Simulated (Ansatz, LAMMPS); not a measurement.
## Ionic liquid ethylammonium Br- with Li salt, from a frame at 400 K (162 atoms): geometry optimisation

Aim: bring ionic liquid ethylammonium Br- with Li salt, from a frame at 400 K (162 atoms) to a nearby minimum of the energy and see what moves.

Calculated with Ansatz 0.2.0; Kohn-Sham DFT, PBEsol, PAW (set soft_2), plane waves.

**1. Set-up**

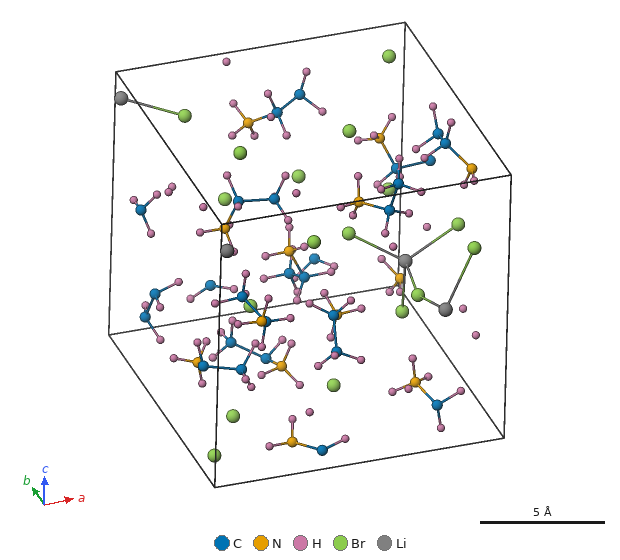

Start, viewed slightly off an axis; carbon blue, nitrogen orange, hydrogen pink, bromine green, lithium grey. Bonds to atoms that aren't drawn are left out. Some periodic images of atoms are drawn too.

The cell holds 162 atoms: 26 C, 13 N, 104 H, 16 Br and 3 Li. Its edges and angles: a = 12.449 Å, b = 12.449 Å, c = 12.449 Å, α = 90.0°, β = 90.0°, γ = 90.0°. 13 ethylammonium, 16 Br-, 3 Li+ placed at random, at 1.63 g/cm³; overlaps pushed apart, then 10 ps at 700 K with Joung-Cheatham ions (J. Phys. Chem. B 112, 9020 (2008)); MMFF94 bonds, angles, torsions, charges and radii (Halgren, J. Comput. Chem. 17, 490 (1996)) in harmonic and 12-6 forms; charges of ions scaled by 0.8. Snapshot after 30 ps at 400 K and fixed volume.

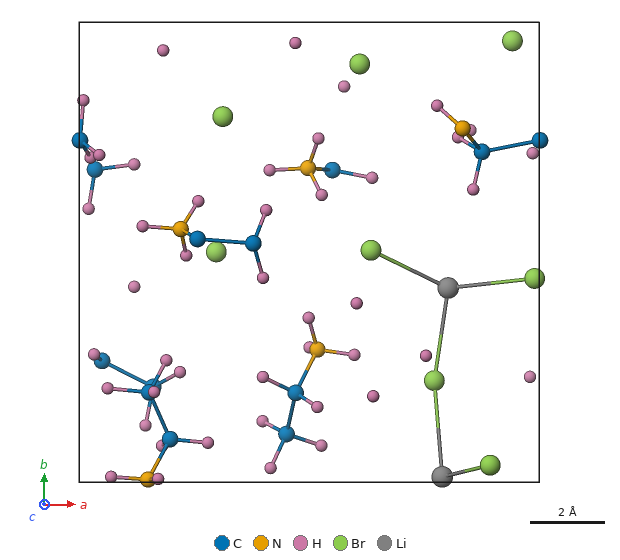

A slice 6 Å thick through the middle of the cell. Bonds to atoms that aren't drawn are left out.

Limits known from the start: The network of contacts between molecules at the start is that of the classical potential that made the cell. The functional has no dispersion term, which matters for the binding between molecules or layers. The density was typed from a rule of thumb and may lie off the real one at this temperature. The Brillouin zone is sampled at Γ only, in a cell whose shortest periodic width is 12 Å.

**2. The classical run that made the cell**

A classical potential supplies the starting structure, since it reaches far longer times than DFT.

This step: classical MD, Joung-Cheatham ions (J. Phys. Chem. B 112, 9020 (2008)); MMFF94 bonds, angles, torsions, charges and radii (Halgren, J. Comput. Chem. 17, 490 (1996)) in harmonic and 12-6 forms; charges of ions scaled by 0.8 (LAMMPS 22 Jul 2025 - Update 4).

Contents of in.lmp:

```
# ionic liquid ethylammonium Br- with Li salt
units real
atom_style full
boundary p p p
bond_style harmonic
angle_style harmonic
dihedral_style opls
improper_style harmonic
special_bonds lj 0 0 0.5 coul 0 0 0.75
read_data data.lmp
neigh_modify delay 0 every 1 check yes one 4000
comm_modify cutoff 12.0
timestep 0.5
thermo_style custom step time temp pe press density
thermo_modify norm yes
# push overlapping molecules apart
pair_style soft 2.6
pair_coeff * * 0.0
variable a equal ramp(1,60)
fix ad all adapt 1 pair soft a * * v_a
velocity all create 700 803177 mom yes dist gaussian
fix lim all nve/limit 0.03
fix lan all langevin 700 700 50 803178 zero yes
thermo 1000
run 3000 post no
unfix ad
pair_style lj/cut/coul/long 9.0
pair_modify mix arithmetic tail yes
pair_coeff 1 1 0.0678 3.3680   # C
pair_coeff 2 2 0.0721 3.3270   # N
pair_coeff 3 3 0.0216 2.5400   # H
pair_coeff 4 4 0.0100 1.2000   # H
pair_coeff 5 5 0.0270 4.9017   # Br
pair_coeff 6 6 0.3367 1.4094   # Li
# [... 18 lines left out ...]
compute msd all msd com yes
thermo 7500
fix md all nvt temp 400 400 100
run 30000 post no
print "== T400: mean square displacement over the hold $(c_msd[4]:%.2f) A^2"
unfix md
uncompute msd
write_dump all custom T400.dump id type xs ys zs modify sort id
```

Started as:

```console
lmp -in in.lmp -log none -nocite
```

Numbers of over 12 decimals in the logs are rounded to 6 here.

The log of the run:

```text
LAMMPS (22 Jul 2025 - Update 4)
Reading data file ...
  orthogonal box = (0 0 0) to (12.44903 12.44903 12.44903)
  162 atoms
  orthogonal box = (0 0 0) to (12.44903 12.44903 12.44903)
  130 bonds
  234 angles
  234 dihedrals
   Step          Time           Temp          PotEng         Press         Density
         0   0              700           -0.11155178     7913.7225      1.633998
      1000   500            549.38997      1.4438222      7319.0844      1.633998
      2000   1000           593.21948      1.5747715      26616.715      1.633998
      3000   1500           614.04583      1.5225574      15203.325      1.633998
Loop time of 0.30025 s on 1 MPI rank(s) for 3000 steps with 162 atoms
PPPM initialization ...
  G vector (1/distance) = 0.30356102
  grid = 8 8 8
  estimated relative force accuracy = 2.4531035e-05
   Step          Time           Temp          PotEng         Press         Density
[... 14 lines left out ...]
      2000   1000           579.39135     -7.8911442      18399.868      1.633998
Loop time of 1.08292 s on 1 MPI rank(s) for 2000 steps with 162 atoms
   Step          Time           Temp          PotEng         Press         Density
      2000   1000           579.39135     -7.8911442      18399.868      1.633998
[... 5 lines left out ...]
Loop time of 5.9453 s on 1 MPI rank(s) for 10000 steps with 162 atoms
   Step          Time           Temp          PotEng         Press         Density
[... 4 lines left out ...]
Loop time of 2.98969 s on 1 MPI rank(s) for 5000 steps with 162 atoms
   Step          Time           Temp          PotEng         Press         Density
[... 2 lines left out ...]
     30000   29000          438.64696     -8.6585914      13069.055      1.633998
     37500   36500          432.82029     -8.6870554      14065.874      1.633998
     45000   44000          375.72939     -8.6156172      12397.463      1.633998
     47000   46000          389.07384     -8.7159171      9910.5717      1.633998
Loop time of 16.7366 s on 1 MPI rank(s) for 30000 steps with 162 atoms
== T400: mean square displacement over the hold 5.09 A^2
```

It took 28 s on 1 thread of Intel Xeon Platinum 8488C (Sapphire Rapids), shared host; peak memory 0.12 GiB.

The input also reads data.lmp (atoms, bonds and types; not printed here).

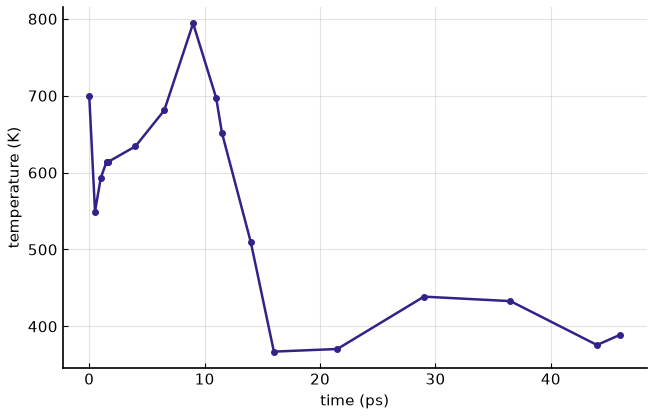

Temperature against time.

**3. Single point at the start**

A single point comes first, to see the forces before anything moves.

Contents of input.yaml:

```yaml
crystal:
  lattice:
    - [12.44903, 0.0, 0.0]
    - [0.0, 12.44903, 0.0]
    - [0.0, 0.0, 12.44903]
  atoms:
    - { symbol: C, position: [0.16102, 0.2077, 0.29782] }
    - { symbol: C, position: [0.04986, 0.26416, 0.2991] }
    - { symbol: "N", position: [0.07135, 0.37002, 0.24746] }
    - { symbol: H, position: [0.19953, 0.21529, 0.21985] }
    - { symbol: H, position: [0.14429, 0.12384, 0.31258] }
    - { symbol: H, position: [0.21925, 0.23973, 0.36758] }
    - { symbol: H, position: [0.98016, 0.22941, 0.26196] }
    - { symbol: H, position: [0.03256, 0.2783, 0.38401] }
    - { symbol: H, position: [1.0e-05, 0.40397, 0.2576] }
    - { symbol: H, position: [0.08689, 0.36633, 0.16681] }
    - { symbol: H, position: [0.11976, 0.42526, 0.28672] }
    - { symbol: C, position: [0.37871, 0.51963, 0.72421] }
    - { symbol: C, position: [0.25745, 0.52909, 0.73237] }
    - { symbol: "N", position: [0.22095, 0.55069, 0.62412] }
    - { symbol: H, position: [0.40664, 0.59186, 0.68569] }
    - { symbol: H, position: [0.39987, 0.44467, 0.68304] }
    - { symbol: H, position: [0.41485, 0.51971, 0.80565] }
    - { symbol: H, position: [0.22818, 0.45422, 0.76202] }
    - { symbol: H, position: [0.2408, 0.59445, 0.79628] }
    - { symbol: H, position: [0.23281, 0.49333, 0.56672] }
    - { symbol: H, position: [0.25906, 0.61141, 0.59518] }
    - { symbol: H, position: [0.13818, 0.55702, 0.6206] }
    - { symbol: C, position: [0.03457, 0.68016, 0.33493] }
    - { symbol: C, position: [0.01988, 0.72578, 0.22369] }
    - { symbol: "N", position: [0.89984, 0.72034, 0.20797] }
    - { symbol: H, position: [0.11974, 0.69131, 0.35818] }
    - { symbol: H, position: [0.02065, 0.59477, 0.33624] }
    - { symbol: H, position: [0.98606, 0.71567, 0.39023] }
    - { symbol: H, position: [0.0518, 0.80901, 0.21349] }
    - { symbol: H, position: [0.05505, 0.67429, 0.1601] }
    - { symbol: H, position: [0.87176, 0.64485, 0.20598] }
    - { symbol: H, position: [0.87781, 0.75492, 0.14069] }
    [... 124 atom lines left out ...]
    - { symbol: Br, position: [0.31235, 0.7952, 0.57608] }
    - { symbol: Br, position: [0.81428, 0.47009, 0.24352] }
    - { symbol: Br, position: [0.04885, 0.13937, 0.03186] }
    - { symbol: Li, position: [0.02018, 0.99924, 0.89607] }
    - { symbol: Li, position: [0.78941, 0.01214, 0.52067] }
    - { symbol: Li, position: [0.80229, 0.42267, 0.46475] }
kpoints:
  mp_grid: { grid: [1, 1, 1] }
hamiltonian:
  xc: pbesol
scf:
  occupations: { method: fixed }
output:
  forces: true
  stress: true
  populations: intrinsic
  dos:
    method: { smearing: { sigma: 0.08 } }
    de: 0.1
    projected: { site_lists: { Br: [Br], C: [C], H: [H], Li: [Li], "N": ["N"] } }
  eigenvalues: true
```

Started as:

```console
ansatz run input.yaml --threads 4 --pin off --max-ram 8192MiB --backend cpu --events-out ev --progress --plain --runs-dir out
```

The log of the run:

```text
Engine: ansatz 0.2.0, x86_64-unknown-linux-gnu
Pseudopotentials: kind: paw
Pseudopotential: C, paw, valence charge 4, recommended cutoff 420 eV (normal), C.paw.azcp
Pseudopotential: N, paw, valence charge 5, recommended cutoff 420 eV (normal), N.paw.azcp
Pseudopotential: H, paw, valence charge 1, recommended cutoff 420 eV (normal), H.paw.azcp
Pseudopotential: Br, paw, valence charge 7, recommended cutoff 420 eV (normal), Br.paw.azcp
Pseudopotential: Li, paw, valence charge 3, recommended cutoff 420 eV (normal), Li.paw.azcp
[... 3 lines on functional and potentials left out ...]
Crystal: 162 atoms, lattice volume = 1929.330 Å³
Basis set: ecut = 420 eV, 37561 PW (Γ), exchange–correlation on 180×180×180 points (8 copies of the dense FFT grid, shifted against one another)
Bands: 359, of which v1, the nominal top of the filled ones, is band 197 counted from 1 (196 counted from 0)
Symmetry: 1 space group operations
Space group: P1 (ITA 1), of the structure as read, at distance tolerance 1.2e-4 Å
k-points: 1
[... 14 lines on functional and potentials left out ...]
Initial density: superposition of atomic densities (neutral atoms: chi_scale 0, normalization atom), corrected by the library's trained network
Initial wavefunctions: pseudopotential atomic-orbital guess
Functional: x = pbesol(κ = 0.804, μ = 0.123457), c = pbesol(β = 0.046)
SCF iter   1: F=—  HF=-57405.395858 eV  |F-HF|=—  |Δ(HF+E_count)|=         —  Δρ=4.94e-3  dr2=5.78e-1  ethr=1.77e-3  ⟨swp⟩=5.0  Hψ=1305  notcnv=0  defer=159
preconditioner: auto → Resta (q_TF=auto, 2.094 Å⁻¹)  ε∞=2.3  [insulator: Δε(μ)=3.714 eV  Ē_g=14.094 eV  n_scr=304 (ndim 8)  ℏωp=16.1 eV  f_vac=0.127  ε∞_Penn≈2.3]
SCF iter   2: F=—  HF=-57405.258114 eV  |F-HF|=—  |Δ(HF+E_count)|=   1.38e-1  Δρ=2.25e-3  dr2=9.68e-2  ethr=1.47e-4  ⟨swp⟩=2.0  Hψ=544  notcnv=0  defer=160
SCF iter   3: F=—  HF=-57405.244589 eV  |F-HF|=—  |Δ(HF+E_count)|=   1.35e-2  Δρ=7.59e-4  dr2=1.49e-2  ethr=2.46e-5  ⟨swp⟩=2.0  Hψ=390  notcnv=0  defer=160
SCF iter   4: F=—  HF=-57405.244533 eV  |F-HF|=—  |Δ(HF+E_count)|=   5.56e-5  Δρ=2.23e-4  dr2=1.11e-3  ethr=3.78e-6  ⟨swp⟩=2.0  Hψ=397  notcnv=0  defer=160
SCF iter   5: F=—  HF=-57405.245192 eV  |F-HF|=—  |Δ(HF+E_count)|=   6.58e-4  Δρ=7.54e-5  dr2=1.25e-4  ethr=2.82e-7  ⟨swp⟩=2.0  Hψ=394  notcnv=0  defer=160
SCF iter   6: F=—  HF=-57405.245317 eV  |F-HF|=—  |Δ(HF+E_count)|=   1.25e-4  Δρ=2.67e-5  dr2=1.39e-5  ethr=3.17e-8  ⟨swp⟩=2.0  Hψ=393  notcnv=0  defer=160
SCF iter   7: F=—  HF=-57405.247598 eV  |F-HF|=—  |Δ(HF+E_count)|=   2.28e-3  Δρ=8.84e-6  dr2=1.62e-6  ethr=3.54e-9  ⟨swp⟩=2.0  Hψ=556  notcnv=0  defer=159
SCF iter   8: F=—  HF=-57405.247600 eV  |F-HF|=—  |Δ(HF+E_count)|=   2.15e-6  Δρ=3.20e-6  dr2=2.21e-7  ethr=4.11e-10  ⟨swp⟩=2.0  Hψ=395  notcnv=0  defer=159
SCF iter   9: F=-57405.247601 eV  HF=-57405.247601 eV  |F-HF|=2.81e-8  |Δ(HF+E_count)|=   2.72e-7  Δρ=1.05e-6  dr2=2.57e-8  ethr=2.54e-11  ⟨swp⟩=20.0  Hψ=3036  notcnv=0
SCF 1 converged in 9 iterations: F = -57405.247601 eV  dr2 = 2.57e-8
  greatest PAW one-centre occupation: 0.999 electrons in one spin orbital (limit 2), on the Li atom at site 161 (counted from 0), in its partial waves of l = 0
SCF converged after 9 iterations
Free energy (F): -57405.247601 eV
Harris-Foulkes:  -57405.247601 eV  (|F-HF|=2.81e-8)
Internal energy: -57405.247601 eV  (E = F + TS)
E sigma→0 (E₀):  -57405.247601 eV
Fermi energy:    -0.122115 eV
--- Per-component energies (eV) ---
  E_band       = -3051.592793
  E_kinetic    = 7722.679327
  E_local      = -20619.065751  (includes V_loc(G=0)·N_el)
  E_nonlocal   = 2509.259276
  E_hartree    = 6738.186827
  E_xc         = -7132.853932
  E_vxc        = -5403.483338  (∫ρ·V_xc dr)
  E_paw        = -39447.644640  (= ΣΔE_a)
  E_vpaw       = -737.224828  (= ΣTr[D̂ρ^β])
  E_aug_tail   = -0.134138  (compensation charges beyond the density's cutoff)
  E_ewald      = -7178.064792
  E_core_change = 2.390223  (= ΣΔE_core)
  E_smearing   = -0.000000  (= −TS)
  E_closure    = -0.000000  (closes the sum)
  Σ components = -57405.247601   (vs F -57405.247601, Δ=0.00e0)
--- Forces (eV/Å), atoms counted from 1 ---
  atom   1  C     -0.13635244     0.35906359     1.56034866
  atom   2  C      3.51492378     0.66804645     0.85008183
  atom   3  N     -0.76274447    -0.18913836     0.84520891
  atom   4  H      0.20338761     0.10208571    -0.31915924
  atom   5  H      0.17561184    -0.78809890     0.05144169
  atom   6  H     -1.54730644    -0.51666400    -1.85645987
  atom   7  H     -0.18685411    -0.68882544    -0.58128565
  atom   8  H     -0.48204048     0.30443375     0.16058352
  atom   9  H     -2.37451686     1.52097733    -0.44821297
  atom  10  H      0.63482645    -0.09428903    -0.68380554
  atom  11  H      1.15622507    -0.46734079     0.14567859
  atom  12  C     -0.35644881    -0.32248209     1.18916738
  atom  13  C      1.81823118     0.75571766     1.49112389
  atom  14  N     -2.70124359    -2.29756060     1.07749356
[...]
atom 161  Li     0.16336111     0.18964587     0.00477002
  atom 162  Li     0.03020786    -0.00402563    -0.12825071
  max |Σ_I F_I| component: 1.24e-4 eV/Å
--- Stress (GPa, compression-positive) ---
        0.919097      -0.150339      -0.027229
       -0.150339       1.837356      -0.640121
       -0.027230      -0.640121       0.731465
  P = ⅓ Tr σ = 1.1626 GPa (11.626 kbar)
--- Band table (eV) ---
  k-point 0: bands = ["-44.0125", "-43.8852", "-43.7648", "-20.2101", [... 343 levels ...], "10.1996", "10.2284", "10.2568", "10.3112", "10.3309", "10.3474", "10.3620", "10.4197", "10.4594", "10.5028", "10.5351", "10.5749"]
--- intrinsic populations: 162 sites ---
  site symbol       q [e]
     0      C      4.5059
     1      C      4.2179
     2      N      5.4413
[...]
161     Li      2.3813
  spilling = 0.000000 (of n_electrons = 394.000000)
```

It took 19 s on 4 threads of Intel Xeon Platinum 8488C (Sapphire Rapids), shared host; peak memory 2.4 GiB.

The column dr2 measures how far the density is from self-consistency, as an energy; F and HF (Harris–Foulkes) agree once it is small.

Numbers from this run:

```
free energy                                      : -57405.2476 eV
free energy per atom                             : -354.3534 eV/atom
SCF cycles                                       : 9
pressure                                         : 1.163 GPa
r.m.s. force component                           : 0.9655 eV/Å
longest force                                    : 4.24 eV/Å
Fermi energy                                     : -0.1221 eV
gap (highest filled to lowest empty level) : 3.678 eV
```

The r.m.s. force component of 0.97 eV/Å and the pressure of 1.2 GPa set the starting point.

Neighbours are counted within 1.34 Å (H-C), 1.27 Å (H-N), 1.85 Å (C-C), 1.79 Å (C-N), 3.23 Å (Br-Li).

Length of the force by element and coordination:

```tsv
element	coordination	atoms	mean length of the force (eV/Å)	spread	least	most
Br	all	16	0.286	0.0826	0.113	0.436
Br	0	6	0.263	0.098	0.113	0.430
Br	1	8	0.288	0.0564	0.199	0.396
Br	2	2	0.353	0.0838	0.269	0.436
C	all	26	2.26	0.838	0.345	4.06
H	all	104	1.24	0.784	0.136	4.24
Li	all	3	0.295	0.154	0.132	0.502
N	all	13	2.28	0.890	1.07	3.71
```

[end of part 1 of 3]

[Logs are printed without paths, hosts, clocks, repeated set-up lines and the standing remarks that a program may print on its own settings, such as how far it seeks lower states.]

[Hosts, paths, dates, database ids (printed as entryN), source tags and the programs' standing remarks are cut or masked in the printed files.]

[The MMFF94 radii named for the starting cell were scaled by 0.96; in molecules described by MMFF94, hydrogen bound to N, O or S took a small fixed 12-6 site in their place.]
